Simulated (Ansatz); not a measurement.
# How fast states decay through RbNa2BrCl2, part 2 of 2

Aim: relax a made-up compound, RbNa2BrCl2, and see how good a tunnel barrier it would be. It is built by putting Rb for part of the Na in the Na3BrCl2 structure of space group I4/mmm, with the volume rescaled by atomic radii. The parent structure comes from the Materials Project.

Ansatz 0.2.0; PBE DFT, plane waves, PAW files (the session's first sound run).

So far. Step 2 (Cell and atoms at rest): The largest force component on a free atom ends at 0.019 eV/Å.

The structure was built from a prototype and need not be the compound's stable phase.

## Step 3: Band edges

The energy window and the wavevectors of the next steps follow from the band edges, so these are searched first, off the mesh as well.

Input file input.yaml:

```yaml
crystal:
  lattice:
    - [-2.1887977928, 2.1887977928, 9.7971851867]
    - [2.1887977928, -2.1887977928, 9.7971851867]
    - [2.1887977928, 2.1887977928, -9.7971851867]
  atoms:
    - { symbol: Na, position: [0.6675115086, 0.6675115086, 0.0] }
    - { symbol: Na, position: [0.0242507965, 0.0242507965, 0.0] }
    - { symbol: Rb, position: [0.330410032, 0.330410032, 0.0] }
    - { symbol: Br, position: [0.510073164, 0.510073164, 0.0] }
    - { symbol: Cl, position: [0.8079627533, 0.8079627533, 0.0] }
    - { symbol: Cl, position: [0.1597917456, 0.1597917456, 0.0] }
kpoints:
  mp_grid: { grid: [8, 8, 8] }
  band_path: { path: [VBM, CBM], npoints: 30 }
scf:
  occupations: { method: fixed }
hamiltonian:
  xc: pbe
output:
  eigenvalues: true
  write_potential: true
  write_density: true
  volumetric_format: npy
```

Launch:

```bash
$ ansatz run input.yaml --threads 2 --pin off --max-ram 4096MiB --backend cpu --events-out ev --progress --plain --runs-dir out
```

Numbers of over 12 decimals in the logs are rounded to 6 here.

What it wrote:

```text
[...]
Crystal: 6 atoms, lattice volume = 187.747 Å³
Basis set: ecut = 420 eV, 3713 PW (Γ), FFT grids on a1−a2, a2, a1+a3
Bands: 30, of which v1, the nominal top of the filled ones, is band 24 counted from 1 (23 counted from 0)
Symmetry: 8 space group operations
[...]
k-points: 59 of 512 (time reversal used)
[...]
SCF iter   1: F=—  HF=-11192.760414 eV  |F-HF|=—  |Δ(HF+E_count)|=         —  Δρ=4.80e-4  dr2=1.72e-3  ethr=1.77e-3  ⟨swp⟩=5.8  Hψ=6518  notcnv=0  defer=210
[...]
SCF iter   6: F=-11192.760396 eV  HF=-11192.760396 eV  |F-HF|=2.08e-9  |Δ(HF+E_count)|=   1.60e-7  Δρ=2.81e-6  dr2=1.47e-8  ethr=2.08e-10  ⟨swp⟩=12.0  Hψ=8304  notcnv=0
SCF 1 converged in 6 iterations: F = -11192.760396 eV  dr2 = 1.47e-8
[...]
NSCF: frozen V_eff on 30 k-points
[...]
SCF converged after 6 iterations
Free energy (F): -11192.760396 eV
[...]
Internal energy: -11192.760396 eV  (E = F + TS)
E sigma→0 (E₀):  -11192.760396 eV
Fermi energy:    0.483142 eV
[...]
--- Band table (eV; the first three rows and the last of 59) ---
  k-point 0: bands = [... 20 lower, 0.3362, 0.3474, 0.4831, 0.4831, 4.6975, 6.6282, 7.2220, 7.6298, ... 2 higher]
  k-point 1: bands = [... 20 lower, 0.1861, 0.2351, 0.3651, 0.4393, 5.2302, 6.9785, 7.6683, 7.9079, ... 2 higher]
  k-point 2: bands = [... 20 lower, 0.0230, 0.1407, 0.3025, 0.3611, 6.2849, 7.5499, 8.1499, 8.4193, ... 2 higher]
  k-point 58: bands = [... 20 lower, 0.3412, 0.3412, 0.4745, 0.4745, 5.1507, 5.9975, 7.1733, 7.6824, ... 2 higher]
```

The job ended after 28 s (2 threads of Arm Neoverse V2, shared host; peak memory 0.54 GiB; 55 s of CPU time).

In the SCF lines HF is the Harris–Foulkes energy and dr2 the Hartree energy of the density residual, in eV; the loop may stop once dr2 is under the threshold and the program's other checks hold. Hψ counts applications of the Hamiltonian.

Numbers from this step:

```yaml
fermi_energy: 0.4831 eV
gap_on_the_k_mesh: 4.214 eV
gap_on_path: 4.214 eV, by band count; negative where bands overlap
direct_gap_on_path: 4.214 eV
edge_places_on_path: 0, 0 1/A along the path
```

Levels at VBM (eV): -7.98, -7.92, -7.92, -1.13, -0.78, -0.45, -0.45, -0.15, -0.15, -0.14, 0.00, 0.00, 4.21, 6.15, 6.74, 7.15, 7.79.

The searched edges give 4.21 eV, as on the mesh.

## Step 4: Decaying states in the gap

This step: PBE DFT, plane waves, PAW files; complex bands by layer matching along the plane's normal (Ansatz 0.2.0).

The same crystal is laid in a cell whose first two vectors span the (001) plane (indices of the standard conventional cell, whose axes can be ordered otherwise than in the bulk input). At fixed energy and wavevector in the plane the solver finds all kz, real and complex. A few wavevectors are listed, (0, 0) and (0.5, 0) in units of the plane's reciprocal vectors; the slowest state needn't be among them.

Input file input.yaml:

```yaml
crystal:
  lattice:
    - [4.377595586, 0.0, 0.0]
    - [0.0, 4.377595586, 0.0]
    - [2.188797793, 2.188797793, 9.797185187]
  atoms:
    - { symbol: Na, position: [0.3324884914, 0.3324884914, 0.3350230172] }
    - { symbol: Na, position: [0.9757492035, 0.9757492035, 0.048501593] }
    - { symbol: Rb, position: [0.669589968, 0.669589968, 0.660820064] }
    - { symbol: Br, position: [0.489926836, 0.489926836, 0.020146328] }
    - { symbol: Cl, position: [0.1920372467, 0.1920372467, 0.6159255066] }
    - { symbol: Cl, position: [0.8402082544, 0.8402082544, 0.3195834912] }
kpoints:
  mp_grid: { grid: [6, 6, 6] }
scf:
  occupations: { method: fixed }
hamiltonian:
  xc: pbe
output:
  eigenvalues: true
  transmission:
    leads: [[0, 0]]
    kpoints: [[0.0, 0.0], [0.5, 0.0]]
    e_range: [-1.0, 5.21]
    de: 0.1
```

What it wrote:

```text
[...]
Crystal: 6 atoms, lattice volume = 187.747 Å³
Basis set: ecut = 420 eV, 3713 PW (Γ)
Bands: 30, of which v1, the nominal top of the filled ones, is band 24 counted from 1 (23 counted from 0)
Symmetry: 8 space group operations
[...]
k-points: 30 of 216 (time reversal used)
[...]
SCF iter   1: F=—  HF=-11192.760365 eV  |F-HF|=—  |Δ(HF+E_count)|=         —  Δρ=4.86e-4  dr2=1.73e-3  ethr=1.77e-3  ⟨swp⟩=5.9  Hψ=3314  notcnv=0  defer=107
[...]
SCF iter   6: F=-11192.760426 eV  HF=-11192.760426 eV  |F-HF|=7.73e-10  |Δ(HF+E_count)|=   1.58e-7  Δρ=3.29e-6  dr2=1.64e-8  ethr=2.08e-10  ⟨swp⟩=12.5  Hψ=4287  notcnv=0
SCF 1 converged in 6 iterations: F = -11192.760426 eV  dr2 = 1.64e-8
[...]
transmission: 16 of 32 steps passed
transmission: 32 of 32 steps passed
SCF converged after 6 iterations
Free energy (F): -11192.760426 eV
[...]
Internal energy: -11192.760426 eV  (E = F + TS)
E sigma→0 (E₀):  -11192.760426 eV
Fermi energy:    0.483139 eV
[...]
--- Band table (eV; the first three rows and the last of 30) ---
  k-point 0: bands = [... 20 lower, 0.3362, 0.3474, 0.4831, 0.4831, 4.6974, 6.6282, 7.2220, 7.6298, ... 2 higher]
  k-point 1: bands = [... 20 lower, 0.3374, 0.3374, 0.4810, 0.4810, 4.7859, 6.4799, 7.2089, 7.6672, ... 2 higher]
  k-point 2: bands = [... 20 lower, 0.3399, 0.3399, 0.4767, 0.4767, 5.0018, 6.1788, 7.1846, 7.6890, ... 2 higher]
  k-point 29: bands = [... 20 lower, -0.0449, 0.0981, 0.2943, 0.2989, 6.6592, 7.4823, 7.6070, 7.6649, ... 2 higher]
--- Transmission ---
  basis      : 177 plane waves across, 16 finite elements along
  points     : 2, as listed
  energies   : 63 from -1.000000 to 5.200000 eV about the Fermi level, 0.100000 eV apart; the leads are filled to 2.107155 eV, and channels, transmission and decay are at 2.100000 eV
  crystal 0  : Br1Na2Cl2Rb1, at the sites [0, 0], period 9.7972 Å: whole cells are its period
    offset         : up to 0.0000 Å between an atom of the period and one for which it stands
    channels       : 0.000000e0 a spin
    conductance    : none, the energies end too early or step too widely for 300 K: set another output.transmission.e_range or a lower de, or, where they end at an eighth of basis.ecutwfc, a higher one
    slowest decay  : 0.3636 /Å at (0.0000, 0.0000)
```

The job ended after 35 s (2 threads; peak memory 0.62 GiB).

This step gave:

* level to which the leads are filled: 2.107 eV from the Fermi level
* decay constant at the filling level, zone centre: 0.3636 Å⁻¹
* decay constant at the filling level, slowest listed point: 0.3636 Å⁻¹

K parallel (0, 0); values up to 1.5 1/Å, a degenerate pair printed once or twice; energies at which all values exceed this have no row. The Im kz of the slowest decaying states by energy, zero at the highest filled level on the SCF mesh:

| energy (eV) | decay 1 (Å⁻¹) | decay 2 (Å⁻¹) | decay 3 (Å⁻¹) | decay 4 (Å⁻¹) |
| --- | --- | --- | --- | --- |
| -1.000 | 0.199 | 0.472 | 0.775 | 1.50 |
| -0.500 | 0.0670 | 0.458 | 0.599 | 1.45 |
| 0.000 | 0.00582 | 0.158 | 0.655 | 1.41 |
| 0.500 | 0.293 | 0.646 | 0.675 | 1.36 |
| 1.000 | 0.344 | 0.679 | 0.736 | 1.31 |
| 1.500 | 0.364 | 0.674 | 0.778 | 1.25 |
| 2.000 | 0.365 | 0.663 | 0.799 | 1.20 |
| 2.500 | 0.350 | 0.647 | 0.807 | 1.14 |
| 3.000 | 0.318 | 0.626 | 0.806 | 1.08 |
| 3.500 | 0.262 | 0.600 | 0.798 | 1.01 |
| 4.000 | 0.156 | 0.570 | 0.784 | 0.939 |
| 4.500 | 0.535 | 0.765 | 0.861 | 1.24 |
| 5.000 | 0.103 | 0.494 | 0.741 | 0.773 |

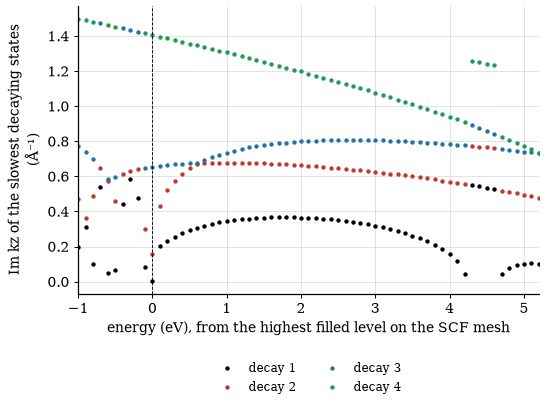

Im kz of the slowest decaying states against energy.

K parallel (0.5, 0); values up to 1.5 1/Å, a degenerate pair printed once or twice; energies at which all values exceed this have no row. The Im kz of the slowest decaying states by energy, zero at the highest filled level on the SCF mesh:

| energy (eV) | decay 1 (Å⁻¹) | decay 2 (Å⁻¹) | decay 3 (Å⁻¹) |
| --- | --- | --- | --- |
| -1.000 | 0.132 | 1.10 | 1.10 |
| -0.500 | 0.107 | 0.838 | 0.993 |
| 0.000 | 0.315 | 0.876 | 1.03 |
| 0.500 | 0.464 | 1.00 | 1.00 |
| 1.000 | 0.553 | 0.956 | 1.04 |
| 1.500 | 0.639 | 0.881 | 1.05 |
| 2.000 | 0.718 | 0.793 | 1.05 |
| 2.500 | 0.646 | 0.840 | 1.04 |
| 3.000 | 0.620 | 0.828 | 1.02 |
| 3.500 | 0.599 | 0.800 | 0.995 |
| 4.000 | 0.574 | 0.763 | 0.967 |
| 4.500 | 0.545 | 0.718 | 0.935 |
| 5.000 | 0.508 | 0.664 | 0.900 |

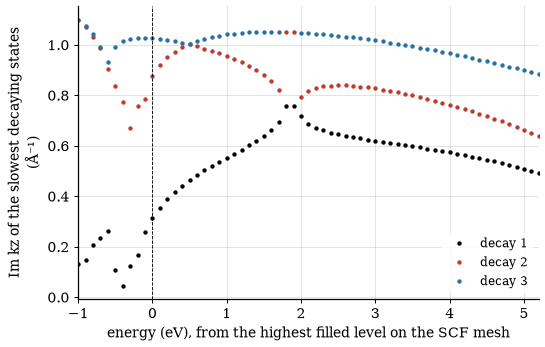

Im kz of the slowest decaying states, plotted against energy.

At the listed wavevectors the last open channel is at -0.20 eV and the next at +4.30 eV on the grid. At +2.10 eV, the grid energy nearest the filling level (the middle of the gap on the SCF mesh), the slowest state at the listed wavevectors decays with κ = 0.364 Å⁻¹, its amplitude falling by e over 2.8 Å. Through 1 nm of this crystal that state's transmission falls by exp(−2 × 0.364 Å⁻¹ × 10 Å) = 6.9e-4.

## Step 5: Band edges at another level

This step: PBEsol DFT, plane waves, PAW files (Ansatz 0.2.0).

The edges again with PBEsol, at the same atoms.

Input file input.yaml:

```yaml
crystal:
  lattice:
    - [-2.1887977928, 2.1887977928, 9.7971851867]
    - [2.1887977928, -2.1887977928, 9.7971851867]
    - [2.1887977928, 2.1887977928, -9.7971851867]
  atoms:
    - { symbol: Na, position: [0.6675115086, 0.6675115086, 0.0] }
    - { symbol: Na, position: [0.0242507965, 0.0242507965, 0.0] }
    - { symbol: Rb, position: [0.330410032, 0.330410032, 0.0] }
    - { symbol: Br, position: [0.510073164, 0.510073164, 0.0] }
    - { symbol: Cl, position: [0.8079627533, 0.8079627533, 0.0] }
    - { symbol: Cl, position: [0.1597917456, 0.1597917456, 0.0] }
kpoints:
  mp_grid: { grid: [8, 8, 8] }
  band_path: { path: [VBM, CBM], npoints: 30 }
scf:
  occupations: { method: fixed }
hamiltonian:
  xc: pbesol
output:
  eigenvalues: true
```

What it wrote:

```text
[...]
Crystal: 6 atoms, lattice volume = 187.747 Å³
Basis set: ecut = 420 eV, 3713 PW (Γ), FFT grids on a1+a3, a2+a3, a3
Bands: 30, of which v1, the nominal top of the filled ones, is band 24 counted from 1 (23 counted from 0)
Symmetry: 8 space group operations
[...]
k-points: 59 of 512 (time reversal used)
[...]
SCF iter   1: F=—  HF=-11037.074115 eV  |F-HF|=—  |Δ(HF+E_count)|=         —  Δρ=2.76e-3  dr2=1.99e-2  ethr=1.77e-3  ⟨swp⟩=5.9  Hψ=6540  notcnv=0  defer=216
[...]
SCF iter   6: F=-11037.068476 eV  HF=-11037.068476 eV  |F-HF|=1.72e-8  |Δ(HF+E_count)|=   9.83e-7  Δρ=4.31e-6  dr2=2.69e-8  ethr=2.08e-10  ⟨swp⟩=12.5  Hψ=9297  notcnv=0
SCF 1 converged in 6 iterations: F = -11037.068476 eV  dr2 = 2.69e-8
[...]
SCF converged after 6 iterations
Free energy (F): -11037.068476 eV
[...]
Internal energy: -11037.068476 eV  (E = F + TS)
E sigma→0 (E₀):  -11037.068476 eV
Fermi energy:    0.414759 eV
[...]
--- Band table (eV; the first three rows and the last of 59) ---
  k-point 0: bands = [... 20 lower, 0.2659, 0.2808, 0.4148, 0.4148, 4.5285, 6.4960, 7.0103, 7.4270, ... 2 higher]
  k-point 1: bands = [... 20 lower, 0.1202, 0.1634, 0.2984, 0.3691, 5.0685, 6.8443, 7.4626, 7.7090, ... 2 higher]
  k-point 2: bands = [... 20 lower, -0.0514, 0.0718, 0.2350, 0.2877, 6.1411, 7.3909, 7.9768, 8.2393, ... 2 higher]
  k-point 58: bands = [... 20 lower, 0.2712, 0.2712, 0.4057, 0.4057, 5.0024, 5.8207, 6.9609, 7.5240, ... 2 higher]
```

Wall time 26 s (2 threads); peak memory 0.52 GiB; 52 s of CPU time.

This step gave:

| Item | Value |
| --- | --- |
| free energy | -11037.0685 eV |
| Fermi energy | 0.4148 eV |
| gap on the k-mesh | 4.114 eV |
| gap on path | 4.114 eV, by band count; negative where bands overlap |
| direct gap on path | 4.114 eV |

Levels at VBM (eV): -7.96, -7.90, -7.90, -1.15, -0.80, -0.45, -0.45, -0.15, -0.15, -0.13, 0.00, 0.00, 4.11, 6.08, 6.60, 7.01, 7.64.

The searched edges give 4.11 eV, as on the mesh.

## Step 6: Complex bands at another level

This step: PBEsol DFT, plane waves, PAW files; complex bands by layer matching along the plane's normal (Ansatz 0.2.0).

The complex bands at that level, over its own gap, at (0, 0) and (0.5, 0).

Input file input.yaml:

```yaml
crystal:
  lattice:
    - [4.377595586, 0.0, 0.0]
    - [0.0, 4.377595586, 0.0]
    - [2.188797793, 2.188797793, 9.797185187]
  atoms:
    - { symbol: Na, position: [0.3324884914, 0.3324884914, 0.3350230172] }
    - { symbol: Na, position: [0.9757492035, 0.9757492035, 0.048501593] }
    - { symbol: Rb, position: [0.669589968, 0.669589968, 0.660820064] }
    - { symbol: Br, position: [0.489926836, 0.489926836, 0.020146328] }
    - { symbol: Cl, position: [0.1920372467, 0.1920372467, 0.6159255066] }
    - { symbol: Cl, position: [0.8402082544, 0.8402082544, 0.3195834912] }
kpoints:
  mp_grid: { grid: [6, 6, 6] }
scf:
  occupations: { method: fixed }
hamiltonian:
  xc: pbesol
output:
  eigenvalues: true
  transmission:
    leads: [[0, 0]]
    kpoints: [[0.0, 0.0], [0.5, 0.0]]
    e_range: [-1.0, 5.11]
    de: 0.1
```

What it wrote:

```text
[...]
Crystal: 6 atoms, lattice volume = 187.747 Å³
Basis set: ecut = 420 eV, 3713 PW (Γ)
Bands: 30, of which v1, the nominal top of the filled ones, is band 24 counted from 1 (23 counted from 0)
Symmetry: 8 space group operations
[...]
k-points: 30 of 216 (time reversal used)
[...]
SCF iter   1: F=—  HF=-11037.074181 eV  |F-HF|=—  |Δ(HF+E_count)|=         —  Δρ=2.75e-3  dr2=1.99e-2  ethr=1.77e-3  ⟨swp⟩=5.9  Hψ=3316  notcnv=0  defer=108
[...]
SCF iter   6: F=-11037.068456 eV  HF=-11037.068456 eV  |F-HF|=1.73e-8  |Δ(HF+E_count)|=   1.04e-6  Δρ=4.31e-6  dr2=2.81e-8  ethr=2.08e-10  ⟨swp⟩=12.8  Hψ=4845  notcnv=0
SCF 1 converged in 6 iterations: F = -11037.068456 eV  dr2 = 2.81e-8
[...]
transmission: 16 of 32 steps passed
transmission: 32 of 32 steps passed
SCF converged after 6 iterations
Free energy (F): -11037.068456 eV
[...]
Internal energy: -11037.068456 eV  (E = F + TS)
E sigma→0 (E₀):  -11037.068456 eV
Fermi energy:    0.414763 eV
[...]
--- Band table (eV; the first three rows and the last of 30) ---
  k-point 0: bands = [... 20 lower, 0.2659, 0.2808, 0.4148, 0.4148, 4.5285, 6.4960, 7.0103, 7.4270, ... 2 higher]
  k-point 1: bands = [... 20 lower, 0.2671, 0.2671, 0.4126, 0.4126, 4.6200, 6.3347, 6.9970, 7.4803, ... 2 higher]
  k-point 2: bands = [... 20 lower, 0.2698, 0.2698, 0.4080, 0.4080, 4.8445, 6.0143, 6.9724, 7.5230, ... 2 higher]
  k-point 29: bands = [... 20 lower, -0.1200, 0.0215, 0.2181, 0.2231, 6.5791, 7.2984, 7.4288, 7.5545, ... 2 higher]
--- Transmission ---
  basis      : 177 plane waves across, 16 finite elements along
  points     : 2, as listed
[...]
channels       : 0.000000e0 a spin
[...]
slowest decay  : 0.3548 /Å at (0.0000, 0.0000)
```

The job ended after 35 s (2 threads; peak memory 0.63 GiB; 56 s of CPU time).

Numbers from this step:

```yaml
level_to_which_the_leads_are_filled: 2.057 eV from the Fermi level
decay_constant_at_the_filling_level_zone_centre: 0.3548 Å⁻¹
decay_constant_at_the_filling_level_slowest_listed_point: 0.3548 Å⁻¹
```

K parallel (0, 0); values up to 1.5 1/Å, a degenerate pair printed once or twice; energies at which all values exceed this have no row. The Im kz of the slowest decaying states by energy, zero at the highest filled level on the SCF mesh:

| energy (eV) | decay 1 (Å⁻¹) | decay 2 (Å⁻¹) | decay 3 (Å⁻¹) | decay 4 (Å⁻¹) |
| --- | --- | --- | --- | --- |
| -1.00 | 0.223 | 0.456 | 0.769 | 1.48 |
| 0.00 | 0.00893 | 0.155 | 0.655 | 1.39 |
| 1.00 | 0.338 | 0.677 | 0.730 | 1.29 |
| 2.00 | 0.357 | 0.661 | 0.793 | 1.18 |
| 3.00 | 0.305 | 0.623 | 0.799 | 1.06 |
| 4.00 | 0.114 | 0.566 | 0.777 | 0.916 |
| 5.00 | 0.0989 | 0.490 | 0.733 | 0.744 |

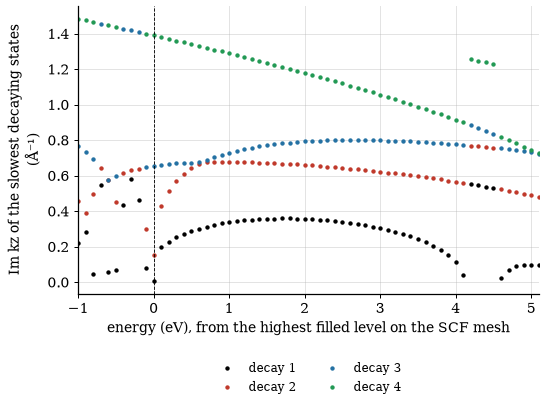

Im kz of the slowest decaying states against energy.

K parallel (0.5, 0); values up to 1.5 1/Å, a degenerate pair printed once or twice; energies at which all values exceed this have no row. The Im kz of the slowest decaying states by energy, zero at the highest filled level on the SCF mesh:

| energy (eV) | decay 1 (Å⁻¹) | decay 2 (Å⁻¹) | decay 3 (Å⁻¹) |
| --- | --- | --- | --- |
| -1.000 | 0.0759 | 1.09 | 1.09 |
| -0.500 | 0.108 | 0.815 | 0.996 |
| 0.000 | 0.311 | 0.870 | 1.02 |
| 0.500 | 0.458 | 0.998 | 0.998 |
| 1.000 | 0.545 | 0.953 | 1.03 |
| 1.500 | 0.623 | 0.885 | 1.04 |
| 2.000 | 0.749 | 1.04 | - |
| 2.500 | 0.649 | 0.823 | 1.03 |
| 3.000 | 0.619 | 0.814 | 1.01 |
| 3.500 | 0.595 | 0.788 | 0.987 |
| 4.000 | 0.569 | 0.751 | 0.959 |
| 4.500 | 0.538 | 0.705 | 0.927 |
| 5.000 | 0.499 | 0.650 | 0.891 |

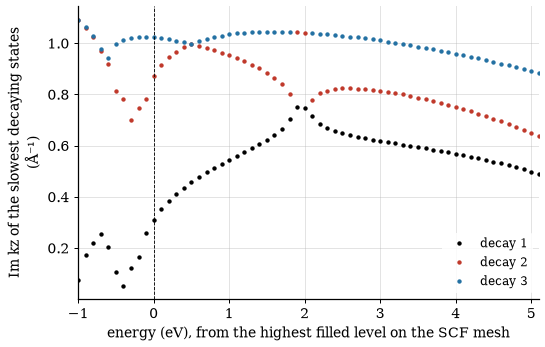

Im kz of the slowest decaying states against energy.

At the listed wavevectors the last open channel is at -0.20 eV and the next at +4.20 eV on the grid. At +2.10 eV, the grid energy nearest the filling level (the middle of the gap on the SCF mesh), the slowest state at the listed wavevectors decays with κ = 0.355 Å⁻¹, its amplitude falling by e over 2.8 Å; the first such run, plane (001), gave 0.364 Å⁻¹.

## Step 7: Results

| Quantity | Value |
| --- | --- |
| band gap | 4.21 eV |
| least decay constant at mid-gap, normal to (001) | 0.364 Å⁻¹ |
| least decay constant, PBEsol | 0.355 Å⁻¹ |

In words: With PBE, the slowest decay at the wavevectors tried is κ = 0.364 Å⁻¹, normal to (001). Through such a film the transmission near mid-gap falls as exp(−2κd), a factor of ten every 3.2 Å. A free electron under a barrier of half the gap would need a mass of 0.24 mₑ to decay at this rate. With PBEsol the gap goes from 4.21 to 4.11 eV and the decay constant, over the first 2 listed wavevectors, from 0.364 to 0.355 Å⁻¹. The compound is made up by substitution; its stability against other phases and against distortions of the cell's symmetry was not tested. A semilocal functional narrows gaps, so real decay constants are likely larger.

[Logs are printed without paths, hosts, clocks, repeated set-up lines and the standing remarks that a program may print on its own settings, such as how far it seeks lower states.]

[Hosts, paths, dates, database ids (printed as entryN), source tags and the programs' standing remarks are cut or masked in the printed files.]

[New means built here by substitution; the compound itself may be known and measured.]
